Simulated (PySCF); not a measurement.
**NMR shielding calculation, with input and output: C4H7ClSi**

C4H7ClSi, computed with GIAO PBE0/pcSseg-1 NMR shielding, non-relativistic, gas phase (PySCF 2.14.0).

The geometry comes from this level: GFN2-xTB. It belongs to a series of runs on one base structure; here: constitutional isomer. Figures and captions count atoms from 1; the log counts them from 0 in places.

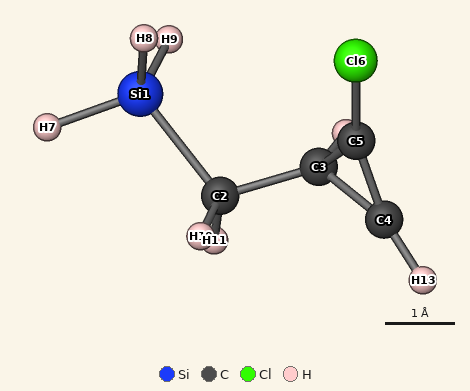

Figure 1. The structure as given in the input (ball-and-stick view, seen at a tilt; atoms are numbered from 1 in the order of the input). Bond lengths as drawn: C–C 1.30 to 1.52 Å, C–Cl 1.68 Å, C–H 1.06 to 1.09 Å, C–Si 1.91 Å and H–Si 1.46 Å.

## The input
```
{"job": {"kind": "nmr", "xc": "PBE0", "basis": "pcSseg-1"}, "charge": 0, "multiplicity": 1}
Si    -1.880879     0.280348     0.505320
C     -0.493622    -0.623009    -0.438525
C      0.737271     0.238956    -0.604400
C      2.131100    -0.363808    -0.561859
C      1.760715     0.325288     0.478570
Cl     2.087098     0.926872     2.012734
H     -3.058666    -0.587169     0.563709
H     -1.424905     0.591317     1.859437
H     -2.216987     1.517130    -0.202454
H     -0.218456    -1.536634     0.091399
H     -0.850150    -0.925859    -1.425529
H      0.570680     1.114362    -1.229290
H      2.852413    -0.957307    -1.066839
```

The first line tells a small driver script what to run in PySCF; the rest is the geometry in Å.

Run on 1 CPU thread, shared host.

Run as:
```bash
OMP_NUM_THREADS=1 python <driver script> task.json out
```

## Log
```
coarse grid: 11936 points
cycle   1  E = -905.6442534625  dE =  7.688e-01  |g| = 3.503e-01  |ddm| = 3.336e+00
cycle   2  E = -905.6269547104  dE =  1.730e-02  |g| = 4.393e-01  |ddm| = 6.889e-01
cycle   3  E = -905.6729872089  dE = -4.603e-02  |g| = 9.860e-02  |ddm| = 4.756e-01
cycle   4  E = -905.6752148788  dE = -2.228e-03  |g| = 3.717e-02  |ddm| = 1.234e-01
cycle   5  E = -905.6755334958  dE = -3.186e-04  |g| = 9.896e-03  |ddm| = 3.806e-02
cycle   6  E = -905.6755568646  dE = -2.337e-05  |g| = 2.199e-03  |ddm| = 1.300e-02
cycle   7  E = -905.6755578746  dE = -1.010e-06  |g| = 6.776e-04  |ddm| = 2.606e-03
final grid: 106112 points
cycle   8  E = -905.7106628349  dE = -2.800e-05  |g| = 5.892e-03  |ddm| = 3.528e-02
cycle   9  E = -905.7106586291  dE =  4.206e-06  |g| = 6.894e-03  |ddm| = 1.436e-02
cycle  10  E = -905.7106712359  dE = -1.261e-05  |g| = 8.671e-04  |ddm| = 8.316e-03
cycle  11  E = -905.7106713857  dE = -1.498e-07  |g| = 1.751e-04  |ddm| = 1.182e-03
cycle  12  E = -905.7106713918  dE = -6.115e-09  |g| = 7.155e-05  |ddm| = 1.999e-04
cycle  13  E = -905.7106713929  dE = -1.102e-09  |g| = 2.606e-05  |ddm| = 8.357e-05
cycle  14  E = -905.7106713931  dE = -1.589e-10  |g| = 7.470e-06  |ddm| = 3.026e-05
```

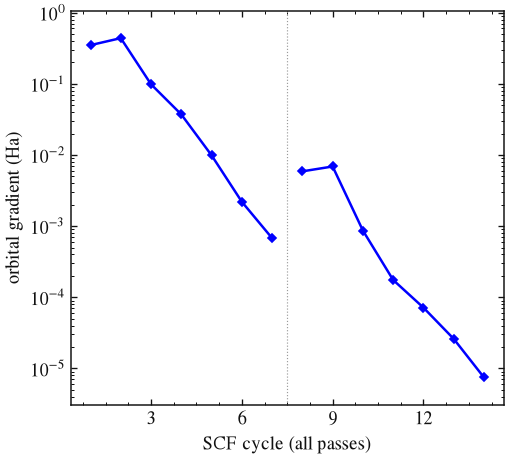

Figure 2. Convergence of the self-consistent field: orbital gradient against the SCF cycle. The dotted line marks the change from a coarse to the final integration grid. The first 7 cycles use a coarse grid, the final grid takes over at cycle 8, and the field converges after 14 cycles in all.

```
converged SCF energy = -905.7106713931

GIAO shielding tensors (ppm)
atom      isotropic    diamagn.    paramagn.     s11        s22        s33       span
  0 Si     424.076     879.191    -455.115    398.603    409.084    464.541     65.937
  1 C      165.993     250.187     -84.194    138.565    164.228    195.185     56.620
  2 C      157.144     241.560     -84.416    113.612    137.888    219.934    106.322
  3 C       68.798     255.342    -186.544    -59.135     93.063    172.466    231.601
  4 C       45.028     254.677    -209.650    -95.096    107.547    122.632    217.728
  5 Cl     765.896    1146.509    -380.613    496.301    881.540    919.847    423.546
  6 H       27.838      28.406      -0.568     24.447     25.348     33.718      9.271
  7 H       27.766      28.963      -1.197     23.600     27.695     32.003      8.403
  8 H       27.837      28.821      -0.985     25.010     25.860     32.639      7.629
  9 H       31.564      30.863       0.701     28.200     30.069     36.424      8.224
 10 H       30.117      30.108       0.009     25.522     28.648     36.183     10.661
 11 H       29.552      29.756      -0.204     23.546     27.911     37.198     13.652
 12 H       24.714      32.786      -8.072     20.831     25.175     28.137      7.306
```

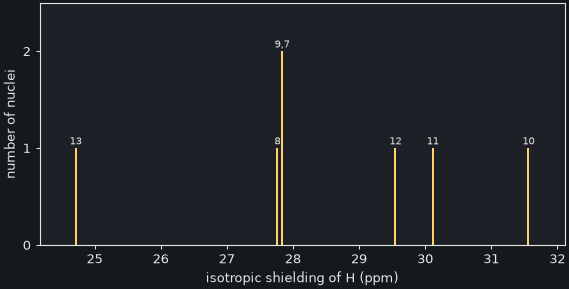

Figure 3. Isotropic shieldings of the hydrogen nuclei in this fixed geometry, labelled by atom number; shielding grows to the right, so chemical shift grows to the left. The least shielded is H13 (24.7 ppm), the most shielded H10 (31.6 ppm).

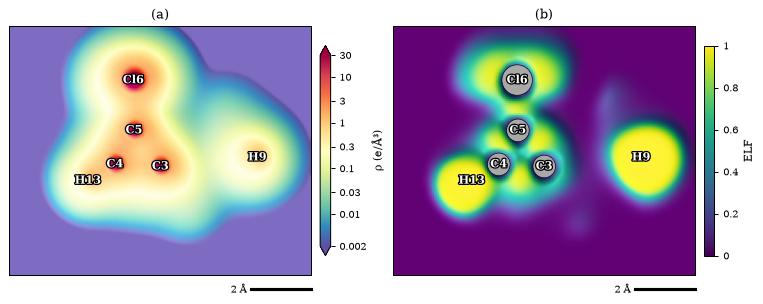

Figure 4. (a) electron density; (b) ELF on the plane of atoms C3, C5 and Cl6. Grey discs, where drawn, cover atomic cores. Atoms in the plane: C, Cl and H. C–C (1.30 Å): ρ at the midpoint is about 2.2 e/Å³; the ELF peaks at about 0.85 between the atoms (a double or triple bond).

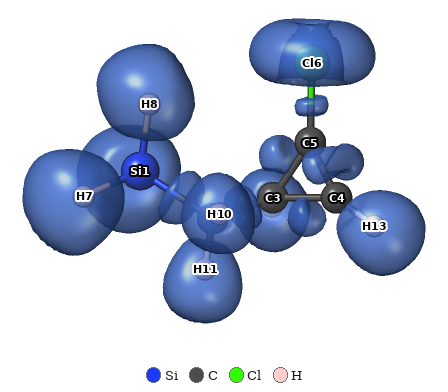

Figure 5. Isosurface of the electron localisation function at 0.8 (blue), seen face on. Only the valence region is drawn (cores and ρ < 0.01 e/Å³ removed). Values along the shortest contacts: C–C (1.30 Å): the ELF peaks at about 0.85 between the atoms (a multiple bond by its length, whose ELF region spreads away from the axis).

## Summary

```tsv
quantity	value
outcome	converged
total energy	−905.710671 hartree
HOMO	−7.22 eV
LUMO	−0.15 eV
dipole moment	1.37 D
isotropic shielding, Si	424.1 ppm
isotropic shielding, C	45.0 to 166.0 ppm
isotropic shielding, Cl	765.9 ppm
isotropic shielding, H	24.7 to 31.6 ppm
wall time	66 s
peak memory	0.71 GiB
```
